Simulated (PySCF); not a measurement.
# C2H2F2O (SMILES FC1OC1F) at MP2/ma-def2-SVP

Aim: the vertical ionisation energy of C2H2F2O at MP2/ma-def2-SVP, from 2 runs. The job is set up through a Python script.

The calculation is run with PySCF 2.14.0.

### 1 The structure to begin with

C2H2F2O: 7 atoms, total charge 0, spin state singlet. As SMILES, `FC1OC1F`. The shape is that of a PBE0-D4/def2-TZVP optimisation.

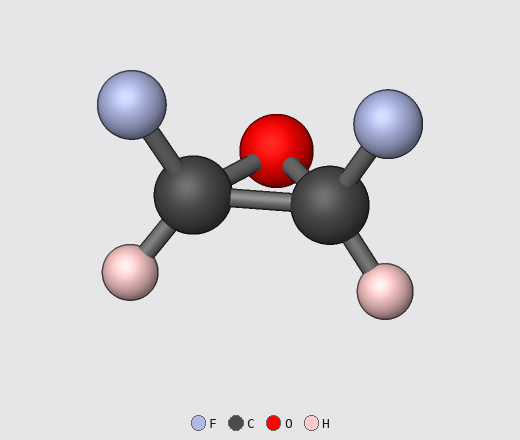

Viewed from a chosen angle; fluorine light blue, carbon dark grey, oxygen red, hydrogen pink.

### 2 A single-point energy at MP2/ma-def2-SVP

Input file job.py:

```python
from pyscf import gto, scf, mp

mol = gto.Mole()
mol.atom = '''
F     -3.144504     0.460337     1.055790
C     -0.796898    -0.495108     1.043885
O     -0.140407    -1.873286    -1.107002
C      0.996264     0.484904    -0.785559
F      0.219586     2.298852    -2.376331
H     -0.309915    -1.315438     2.861612
H      3.035467     0.512872    -0.551422
'''
mol.unit = 'bohr'
mol.verbose = 4
mol.spin = 0
mol.basis = 'ma-def2-svp'
mol.max_memory = 1860
mol.build()

hf = scf.RHF(mol)
hf.conv_tol = 1e-10
hf.kernel()
if not hf.converged:
    hf = hf.newton().run(hf.mo_coeff, hf.mo_occ)

pt = mp.MP2(hf, frozen=5).run()
etot = pt.e_tot
print(f'total energy: {etot:.8f} hartree')
```

On the command line:

```console
OMP_NUM_THREADS=1 python job.py
```

Log:

```text
PySCF version 2.14.0

[INPUT] num. atoms = 7
[INPUT] num. electrons = 40
[INPUT] charge = 0
[INPUT] spin (= nelec alpha-beta = 2S) = 0
[INPUT] symmetry False subgroup None
[INPUT] Mole.unit = bohr
[INPUT] Symbol           X                Y                Z      unit          X                Y                Z       unit  Magmom
[INPUT]  1 F     -1.663999856447   0.243599849743   0.558700007517 AA   -3.144504000000   0.460337000000   1.055790000000 Bohr   0.0
[INPUT]  2 C     -0.421700261028  -0.261999870544   0.552400152821 AA   -0.796898000000  -0.495108000000   1.043885000000 Bohr   0.0
[INPUT]  3 O     -0.074300184654  -0.991300260735  -0.585800230843 AA   -0.140407000000  -1.873286000000  -1.107002000000 Bohr   0.0
[INPUT]  4 C      0.527200204860   0.256600146284  -0.415699920633 AA    0.996264000000   0.484904000000  -0.785559000000 Bohr   0.0
[INPUT]  5 F      0.116199907037   1.216500089678  -1.257500210803 AA    0.219586000000   2.298852000000  -2.376331000000 Bohr   0.0
[INPUT]  6 H     -0.163999955322  -0.696099811978   1.514299856895 AA   -0.309915000000  -1.315438000000   2.861612000000 Bohr   0.0
[INPUT]  7 H      1.606299960900   0.271400174519  -0.291799956000 AA    3.035467000000   0.512872000000  -0.551422000000 Bohr   0.0

nuclear repulsion = 185.007948572697
number of shells = 44
number of NR pGTOs = 148
number of NR cGTOs = 94
basis = ma-def2-svp
ecp = {}

******** <class 'pyscf.scf.hf.RHF'> ********
method = RHF
initial guess = minao
damping factor = 0
level_shift factor = 0
DIIS = <class 'pyscf.scf.diis.CDIIS'>
diis_start_cycle = 1
diis_space = 8
diis_damp = 0
SCF conv_tol = 1e-10
SCF conv_tol_grad = None
SCF max_cycles = 50
direct_scf = True
direct_scf_tol = 1e-13
Set gradient conv threshold to 1e-05
Initial guess from minao.
init E= -351.360824150938
  HOMO = -0.290465770225158  LUMO = 0.0761935242701401  gap/eV = 9.97731
cycle= 1 E= -350.14610053045  delta_E= 1.21  |g|= 0.863  |ddm|= 2.79
  HOMO = -0.511882323101613  LUMO = 0.0517869624645515  gap/eV = 15.33822
cycle= 2 E= -350.258823092028  delta_E= -0.113  |g|= 0.52  |ddm|= 1.19
  HOMO = -0.495049217797726  LUMO = 0.0708407428342195  gap/eV = 15.39865
cycle= 3 E= -350.30695882923  delta_E= -0.0481  |g|= 0.0695  |ddm|= 0.468
  HOMO = -0.481332563074246  LUMO = 0.0731414758842064  gap/eV = 15.08801
cycle= 4 E= -350.308388281339  delta_E= -0.00143  |g|= 0.0227  |ddm|= 0.111
  HOMO = -0.487315295779373  LUMO = 0.0732519610410387  gap/eV = 15.25381
cycle= 5 E= -350.308577835513  delta_E= -0.00019  |g|= 0.00699  |ddm|= 0.0429
  HOMO = -0.486912423476554  LUMO = 0.0732329668250307  gap/eV = 15.24233
cycle= 6 E= -350.30859735488  delta_E= -1.95e-05  |g|= 0.00297  |ddm|= 0.0146
  HOMO = -0.486723811956353  LUMO = 0.0732648497572068  gap/eV = 15.23807
cycle= 7 E= -350.308601525264  delta_E= -4.17e-06  |g|= 0.000667  |ddm|= 0.00766
  HOMO = -0.486769346435058  LUMO = 0.0733045273654067  gap/eV = 15.24039
cycle= 8 E= -350.308601769656  delta_E= -2.44e-07  |g|= 0.000126  |ddm|= 0.00181
  HOMO = -0.486758028652555  LUMO = 0.0733088497766428  gap/eV = 15.24020
cycle= 9 E= -350.308601779532  delta_E= -9.88e-09  |g|= 2.53e-05  |ddm|= 0.000321
  HOMO = -0.4867569362254  LUMO = 0.0733090345482479  gap/eV = 15.24017
cycle= 10 E= -350.308601779949  delta_E= -4.16e-10  |g|= 6.82e-06  |ddm|= 6.58e-05
  HOMO = -0.486757547940851  LUMO = 0.0733088310970524  gap/eV = 15.24018
cycle= 11 E= -350.308601779984  delta_E= -3.57e-11  |g|= 1.26e-06  |ddm|= 2.08e-05
  HOMO = -0.486757431743556  LUMO = 0.0733088656845151  gap/eV = 15.24018
Extra cycle  E= -350.308601779986  delta_E= -1.59e-12  |g|= 5.9e-07  |ddm|= 2.63e-06
converged SCF energy = -350.308601779986

******** <class 'pyscf.mp.mp2.RMP2'> ********
nocc = 15, nmo = 89
frozen orbitals 5
E(RMP2) = -351.121796779737  E_corr = -0.81319499975082
E(SCS-RMP2) = -351.092648146028  E_corr = -0.784046366042418
E_corr(same-spin) = -0.221293423452192
E_corr(oppo-spin) = -0.591901576298628
total energy: -351.12179678 hartree
```

Run time: 2.3 s. Hardware: 1 thread of Arm Neoverse V1, shared host; peak memory 0.24 GiB.

### 3 The doublet cation, same level

Input file calc.py:

```python
from pyscf import gto, scf, mp

system = gto.Mole()
system.atom = [
    ('F', (-1.664000, 0.243600, 0.558700)),
    ('C', (-0.421700, -0.262000, 0.552400)),
    ('O', (-0.074300, -0.991300, -0.585800)),
    ('C', (0.527200, 0.256600, -0.415700)),
    ('F', (0.116200, 1.216500, -1.257500)),
    ('H', (-0.164000, -0.696100, 1.514300)),
    ('H', (1.606300, 0.271400, -0.291800)),
]
system.verbose = 4
system.charge = 1
system.max_memory = 1860
system.basis = 'ma-def2-svp'
system.spin = 1
system.build()

mf = scf.UHF(system)
mf.conv_tol = 1e-10
mf.kernel()
if not mf.converged:
    mf = mf.newton().run(mf.mo_coeff, mf.mo_occ)

pt = mp.MP2(mf, frozen=5).run()
etot = pt.e_tot
print('Final energy', etot)
```

On the command line:

```console
OMP_NUM_THREADS=1 python calc.py
```

Log:

```text
PySCF version 2.14.0

[INPUT] num. atoms = 7
[INPUT] num. electrons = 39
[INPUT] charge = 1
[INPUT] spin (= nelec alpha-beta = 2S) = 1
[INPUT] symmetry False subgroup None
[INPUT] Mole.unit = angstrom
[INPUT] Symbol           X                Y                Z      unit          X                Y                Z       unit  Magmom
[INPUT]  1 F     -1.664000000000   0.243600000000   0.558700000000 AA   -3.144504271276   0.460337283944   1.055789985794 Bohr   0.0
[INPUT]  2 C     -0.421700000000  -0.262000000000   0.552400000000 AA   -0.796897506729  -0.495108244636   1.043884711210 Bohr   0.0
[INPUT]  3 O     -0.074300000000  -0.991300000000  -0.585800000000 AA   -0.140406651055  -1.873285507281  -1.107001563770 Bohr   0.0
[INPUT]  4 C      0.527200000000   0.256600000000  -0.415700000000 AA    0.996263612871   0.484903723563  -0.785559149982 Bohr   0.0
[INPUT]  5 F      0.116200000000   1.216500000000  -1.257500000000 AA    0.219586175674   2.298851830533  -2.376330601641 Bohr   0.0
[INPUT]  6 H     -0.164000000000  -0.696100000000   1.514300000000 AA   -0.309915084429  -1.315438355310   2.861612270429 Bohr   0.0
[INPUT]  7 H      1.606300000000   0.271400000000  -0.291800000000 AA    3.035467073889   0.512871670207  -0.551422083148 Bohr   0.0

nuclear repulsion = 185.007965386646
number of shells = 44
number of NR pGTOs = 148
number of NR cGTOs = 94
basis = ma-def2-svp
ecp = {}

******** <class 'pyscf.scf.uhf.UHF'> ********
method = UHF
initial guess = minao
damping factor = 0
level_shift factor = 0
DIIS = <class 'pyscf.scf.diis.CDIIS'>
diis_start_cycle = 1
diis_space = 8
diis_damp = 0
SCF conv_tol = 1e-10
SCF conv_tol_grad = None
SCF max_cycles = 50
direct_scf = True
direct_scf_tol = 1e-13
number electrons alpha = 20  beta = 19
Set gradient conv threshold to 1e-05
init E= -351.360825911143
[... the frontier-level lines of each cycle are left out ...]

cycle= 1 E= -349.571280409001  delta_E= 1.79  |g|= 0.781  |ddm|= 1.95
cycle= 2 E= -349.762238569078  delta_E= -0.191  |g|= 0.536  |ddm|= 1.13
cycle= 3 E= -349.867305689603  delta_E= -0.105  |g|= 0.0823  |ddm|= 0.472
cycle= 4 E= -349.87196531501  delta_E= -0.00466  |g|= 0.0332  |ddm|= 0.105
cycle= 5 E= -349.873870396209  delta_E= -0.00191  |g|= 0.0185  |ddm|= 0.0692
cycle= 6 E= -349.874997377913  delta_E= -0.00113  |g|= 0.0144  |ddm|= 0.0553
cycle= 7 E= -349.875588436704  delta_E= -0.000591  |g|= 0.00919  |ddm|= 0.0429
cycle= 8 E= -349.876055426283  delta_E= -0.000467  |g|= 0.00494  |ddm|= 0.0567
cycle= 9 E= -349.876170294634  delta_E= -0.000115  |g|= 0.00328  |ddm|= 0.0264
cycle= 10 E= -349.876224078342  delta_E= -5.38e-05  |g|= 0.00299  |ddm|= 0.0128
[... cycles 11 to 40 left out ...]
cycle= 41 E= -349.875600132863  delta_E= 0.000713  |g|= 0.0176  |ddm|= 0.119
cycle= 42 E= -349.876303537832  delta_E= -0.000703  |g|= 0.00913  |ddm|= 0.117
cycle= 43 E= -349.876734300828  delta_E= -0.000431  |g|= 0.00563  |ddm|= 0.102
cycle= 44 E= -349.876848810261  delta_E= -0.000115  |g|= 0.00569  |ddm|= 0.0283
cycle= 45 E= -349.876390436596  delta_E= 0.000458  |g|= 0.01  |ddm|= 0.105
cycle= 46 E= -349.876151383504  delta_E= 0.000239  |g|= 0.0123  |ddm|= 0.0511
cycle= 47 E= -349.875938577673  delta_E= 0.000213  |g|= 0.0139  |ddm|= 0.0423
cycle= 48 E= -349.875955779581  delta_E= -1.72e-05  |g|= 0.0142  |ddm|= 0.00592
cycle= 49 E= -349.875998189214  delta_E= -4.24e-05  |g|= 0.0135  |ddm|= 0.00685
cycle= 50 E= -349.876039562047  delta_E= -4.14e-05  |g|= 0.013  |ddm|= 0.00737
SCF not converged.
SCF energy = -349.876039562047 after 50 cycles  <S^2> = 0.77010167  2S+1 = 2.0200017

******** <class 'pyscf.soscf.newton_ah.SecondOrderUHF'> ********
method = SecondOrderUHF
initial guess = minao
damping factor = 0
level_shift factor = 0
DIIS = <class 'pyscf.scf.diis.CDIIS'>
diis_start_cycle = 1
diis_space = 8
diis_damp = 0
SCF conv_tol = 1e-10
SCF conv_tol_grad = None
SCF max_cycles = 50
direct_scf = True
direct_scf_tol = 1e-13
number electrons alpha = 20  beta = 19
******** <class 'pyscf.scf.uhf.UHF'> Newton solver flags ********
SCF tol = 1e-10
conv_tol_grad = None
max. SCF cycles = 50
direct_scf = True
direct_scf_tol = 1e-13
max_cycle_inner = 12
max_stepsize = 0.05
ah_start_tol = 1e+09
ah_level_shift = 0
ah_conv_tol = 1e-12
ah_lindep = 1e-14
ah_start_cycle = 1
ah_max_cycle = 40
ah_grad_trust_region = 2.5
kf_interval = 4
kf_trust_region = 5
canonicalization = True
Set conv_tol_grad to 1e-05
Initial guess E= -349.876039562047  |g|= 0.013048
macro= 0  E= -349.876840654512  delta_E= -0.000801092  |g|= 0.013048  2 KF 8 JK
macro= 1  E= -349.881254560855  delta_E= -0.00441391  |g|= 0.0253452  3 KF 16 JK
macro= 2  E= -349.889152100928  delta_E= -0.00789754  |g|= 0.0339921  3 KF 12 JK
macro= 3  E= -349.889756598967  delta_E= -0.000604498  |g|= 2.1179e-05  4 KF 15 JK
macro= 4  E= -349.889756598967  delta_E= -3.41061e-13  |g|= 2.98011e-06  1 KF 2 JK
Canonicalize SCF orbitals
macro X = 5  E=-349.889756598967  |g|= 2.98011e-06  total 14 KF 59 JK
converged SCF energy = -349.889756598967  <S^2> = 0.76205624  2S+1 = 2.0120201

******** <class 'pyscf.mp.ump2.UMP2'> ********
nocc = (np.int64(15), np.int64(14)), nmo = (89, 89)
frozen orbitals 5
E(UMP2) = -350.651389496794  E_corr = -0.761632897827036
E(SCS-UMP2) = -350.626489967918  E_corr = -0.736733368950922
E_corr(same-spin) = -0.204491663586371
E_corr(oppo-spin) = -0.557141234240665
Final energy -350.65138949679437
```

Wall time 14 s (1 thread of Arm Neoverse V1, shared host); peak memory 0.26 GiB.

### 4 Results

At MP2/ma-def2-SVP, 5 core orbitals frozen:

| quantity | value |
| --- | --- |
| singlet C2H2F2O: total energy | -351.12180 Eh |
| singlet C2H2F2O: dipole moment (Hartree–Fock density) | 3.46 D |
| singlet C2H2F2O: HOMO energy (Hartree–Fock orbitals) | -13.25 eV |
| singlet C2H2F2O: LUMO energy (Hartree–Fock orbitals) | 1.99 eV |
| singlet C2H2F2O: HOMO–LUMO gap (Hartree–Fock orbitals) | 15.24 eV |
| singlet C2H2F2O: correlation energy (5 core orbitals frozen) | -813.2 mEh |
| doublet cation: total energy | -350.65139 Eh |
| doublet cation: HOMO energy (Hartree–Fock orbitals) (highest over α and β) | -21.53 eV |
| doublet cation: LUMO energy (Hartree–Fock orbitals) (lowest over α and β) | -8.79 eV |
| doublet cation: correlation energy (5 core orbitals frozen) | -761.6 mEh |
| doublet cation: ⟨S²⟩ of the reference determinant | 0.762 |
| vertical ionisation energy (to the doublet cation) | 12.800 eV |

In words: Removing an electron at fixed nuclei costs 12.80 eV (1235 kJ/mol).
